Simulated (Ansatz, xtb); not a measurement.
## CH4BN (SMILES [BH3-][N+]#C): the electronic atomisation energy, rung by rung

CH4BN has 7 atoms, charge 0, and is taken as a singlet. SMILES: `[BH3-][N+]#C`. The shape is that of a GFN2-xTB optimisation.

Each level gives the electronic atomisation energy (eV). The values are calculated. Electronic energies at fixed atoms, without zero-point motion or spin-orbit coupling.

| level | kind | program | value (eV) |
| --- | --- | --- | --- |
| GFN2-xTB | semi-empirical | xtb | 36.99 |
| GFN0-xTB | semi-empirical | xtb | 33.11 |
| GFN1-xTB | semi-empirical | xtb | 36.04 |
| HF/STO-3G | Hartree–Fock | Ansatz | 22.60 |
| HF/3-21G | Hartree–Fock | Ansatz | 17.35 |
| HF/def2-SVPD | Hartree–Fock | Ansatz | 18.91 |
| B3LYP/6-31G* (spherical functions) | global hybrid | Ansatz | 26.67 |
| MP2/def2-SVPD | perturbation theory | Ansatz | 25.81 |

The values span 17.35 to 36.99 eV. The xTB rows lack spin polarisation, so open shells miss the exchange term that lowers them.

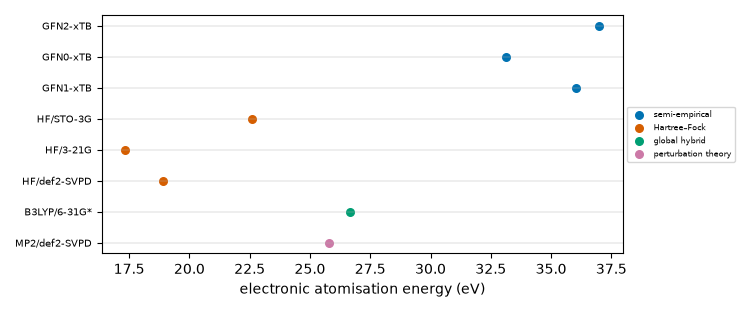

The values of the table, level by level.
